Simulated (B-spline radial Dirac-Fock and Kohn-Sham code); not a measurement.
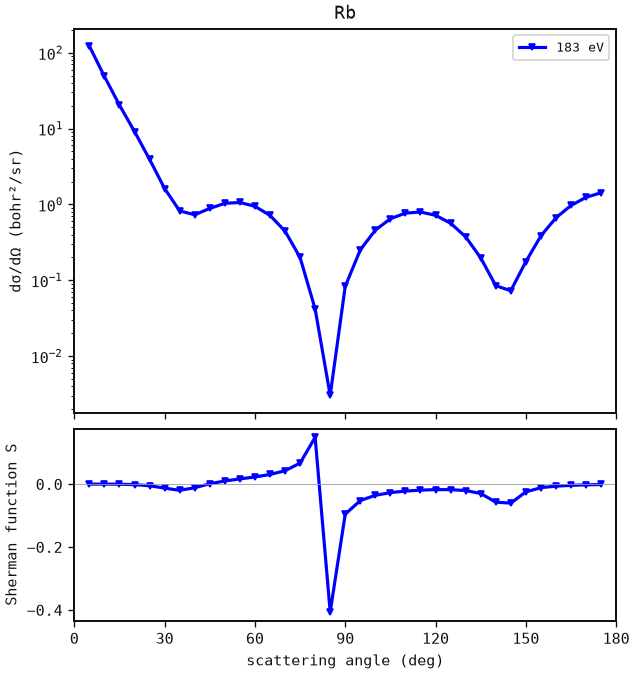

Differential cross section for elastic electron scattering and the Sherman function against angle at 183 eV, computed at the marked angles. System: the rubidium atom. Computed with a B-spline radial code: Dirac partial waves in the static Dirac–Fock field with Furness–McCarthy exchange, no polarisation or absorption.

Q: What does this calculation give for the integrated and first transport cross sections at 183 eV, and for the share scattered backwards?

A: 23.2 and 6.24 bohr²; 13 % goes into the backward hemisphere.

Q: By what factor does the cross section at 183 eV drop from 5° to 175°?

A: From 122 to 1.4 bohr²/sr, a factor of 86. The model is rough under about 200 eV.
